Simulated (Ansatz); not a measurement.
# CCSD(T)/STO-3G run of GeH3F (GeFH3)

Aim: the energy change on altering one bond length of GeH3F (GeFH3) at CCSD(T)/STO-3G, from 2 runs. 

The results are computed with Ansatz 0.2.0.

57 further runs of the same task are left out: 8 that didn't finish, 49 set aside as unsound or not needed.

## 1. The system as given

The species is GeH3F (5 atoms), meant as a singlet with charge 0. As SMILES, `[H][Ge]([H])([H])[F]`. Geometry: a GFN2-xTB relaxation, a rough one for these elements and not checked as a minimum.

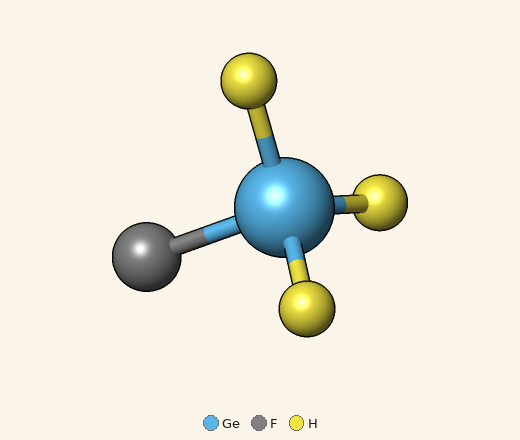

Viewed from a chosen angle; germanium blue, fluorine grey, hydrogen yellow.

## 2. The energy at CCSD(T)/STO-3G

The input, input.yaml:

```yaml
crystal:
  periodic: [false, false, false]
  atoms:
    - {symbol: Ge, position_ang: [-0.001260, 0.000720, -0.139740]}
    - {symbol: F, position_ang: [0.010260, -0.018210, 1.594920]}
    - {symbol: H, position_ang: [1.448570, 0.011740, -0.494610]}
    - {symbol: H, position_ang: [-0.731820, 1.260740, -0.465520]}
    - {symbol: H, position_ang: [-0.725750, -1.254990, -0.495050]}
basis:
  gaussian:
    orbitals: STO-3G
correlation:
  method: ccsd_t
  frozen_orbitals: {F: 1, Ge: 9, H: 0}
accuracy: high
scf:
  omitted_lower_state_checks: [cluster_reference, increment]
```

Run with:

```sh
$ ansatz run input.yaml --threads 1 --pin off --max-ram 2610MiB --events-out events.jsonl --progress --plain --runs-dir runs
```

The log of the run (excerpt; [...] marks lines left out):

```text
Warning: RAYON_NUM_THREADS=1 ignored (pool sized by the plan → 1); use --threads N
Functional definition: HF
  name "HF"
[...]
388 factors; integrals over basis functions are off by at most 4.4e-9 eV
[...]
mean field -58546.42528214 eV, -2151.5414449264 hartree, gradient 4.4e-8 eV, S^2 0.000000; 0 other end points of the search recorded, 0 dependent functions left out
10 core orbitals not correlated: weight in the atoms' cores, before any rotation towards them, 1.000 or more for the frozen orbitals, at most 0.000 for the correlated occupied ones
reference -58546.42528214 eV, -2151.5414449264 hartree; 12, 12 occupied and 4, 4 virtual orbitals, 388 factors
second order -1.46896955 eV of doubles, -0.00000000 eV of singles
cycle   1  -1.82808826 eV  change   -3.6e-1 eV  update   6.0e-2
[...]
cycle  18  -2.06025507 eV  change  -7.8e-10 eV  update  7.9e-10
perturbative correction -0.04713247 eV, -0.0017320862 hartree
Total energy: -58548.53266968 eV, -2151.6188899900 hartree
Checks for a lower state left out: cluster_reference, increment
```

It took 0.28 s on 1 thread of Arm Neoverse V1, shared host.

## 3. The distorted shape, same level

The input, input.yaml:

```yaml
crystal:
  periodic: [false, false, false]
  atoms:
    - {symbol: Ge, position_ang: [0.181379, -0.314283, -0.058295]}
    - {symbol: F, position_ang: [0.192899, -0.333213, 1.676365]}
    - {symbol: H, position_ang: [1.631209, -0.303263, -0.413165]}
    - {symbol: H, position_ang: [-0.731820, 1.260740, -0.465520]}
    - {symbol: H, position_ang: [-0.543111, -1.569993, -0.413605]}
basis:
  gaussian: {orbitals: STO-3G}
scf: {omitted_lower_state_checks: [cluster_reference, increment]}
accuracy: high
correlation: {method: ccsd_t, frozen_orbitals: {F: 1, Ge: 9, H: 0}}
```

Run with:

```sh
$ ansatz run input.yaml --threads 1 --pin off --max-ram 2610MiB --events-out events.jsonl --progress --plain --runs-dir runs
```

The log of the run (excerpt; [...] marks lines left out):

```text
Warning: RAYON_NUM_THREADS=1 ignored (pool sized by the plan → 1); use --threads N
[... 2 set-up lines as earlier in the session ...]
[...]
385 factors; integrals over basis functions are off by at most 3.1e-9 eV
[...]
mean field -58545.04163499 eV, -2151.4905968313 hartree, gradient 9.8e-9 eV, S^2 0.000000; 0 other end points of the search recorded, 0 dependent functions left out
10 core orbitals not correlated: weight in the atoms' cores, before any rotation towards them, 1.000 or more for the frozen orbitals, at most 0.000 for the correlated occupied ones
reference -58545.04163499 eV, -2151.4905968313 hartree; 12, 12 occupied and 4, 4 virtual orbitals, 385 factors
second order -1.65414107 eV of doubles, -0.00000000 eV of singles
cycle   1  -2.09233936 eV  change   -4.4e-1 eV  update   7.2e-2
[...]
cycle  20  -2.39602290 eV  change   -1.0e-9 eV  update   1.2e-9
perturbative correction -0.06037716 eV, -0.0022188197 hartree
Total energy: -58547.49803505 eV, -2151.5808678684 hartree
Checks for a lower state left out: cluster_reference, increment
```

Run time: 0.3 s. Hardware: 1 thread of Arm Neoverse V1, shared host.

## 4. Summary of results

At CCSD(T)/STO-3G, 10 core orbitals frozen:

| quantity | value |
| --- | --- |
| first shape: total energy | -2151.61889 Eh |
| first shape: correlation energy (10 core orbitals frozen) | -77.4 mEh |
| first shape: (T) correction | -1.73 mEh |
| first shape: T1 diagnostic | 0.007 |
| distorted shape: total energy | -2151.58087 Eh |
| distorted shape: correlation energy (10 core orbitals frozen) | -90.3 mEh |
| distorted shape: (T) correction | -2.22 mEh |
| distorted shape: T1 diagnostic | 0.008 |
| energy change with the Ge1–H4 bond stretched from 1.492 to 1.866 Å | 1.035 eV |

In words: With the Ge1–H4 bond stretched from 1.492 to 1.866 Å the energy rises by 1.03 eV (100 kJ/mol). The first shape isn't relaxed at this level, so the change isn't measured from a minimum. The minimal basis adds a large error of its own. The triples (first shape) make up 2.2 % of the correlation energy. The triples (distorted shape) make up 2.5 % of the correlation energy.
